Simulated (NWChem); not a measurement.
C2H6S2 (dimethyl disulfide): a line through the functionals

C2H6S2 has 10 atoms, charge 0, and is taken as a singlet. SMILES: `CSSC`. The coordinates come from a PBE0-D4/def2-TZVP relaxation. This is one conformer, not always the lowest.

The vertical ionisation energy (to the doublet cation) y, in eV, basis cc-pVDZ; a is the functional's share of exact exchange. Programs: NWChem 7.3.0.

| functional | program | a | y (eV) |
| --- | --- | --- | --- |
| revPBE | NWChem | 0 | 8.49 |
| PBE | NWChem | 0 | 8.52 |
| B3LYP | NWChem | 0.2 | 8.73 |
| PBE0 | NWChem | 0.25 | ? |
| BHLYP | NWChem | 0.5 | 8.85 |

Question: Fit y = c + s·a to the known rows and predict PBE0.

Answer: 
1. Means of the 4 rows: a = 0.1750, y = 8.648.
2. Σ(Δa)² = 0.1675, Σ(Δa·Δy) = 0.11775, so the slope is 0.11775/0.1675 = 0.70299.
3. Intercept: 8.648 − (0.70299) × 0.1750 = 8.525. The largest residual of the fit is 0.064.
4. PBE0: 8.525 + (0.70299) × 0.25 = 8.70 eV.

The run gave 8.79 eV, so the prediction is off by -0.09 eV, about the scatter of the fit.

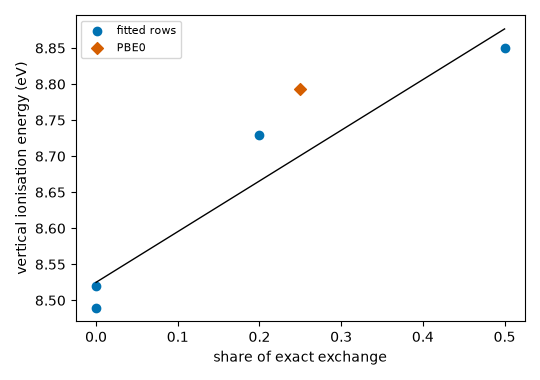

The fitted line, with the withheld row.
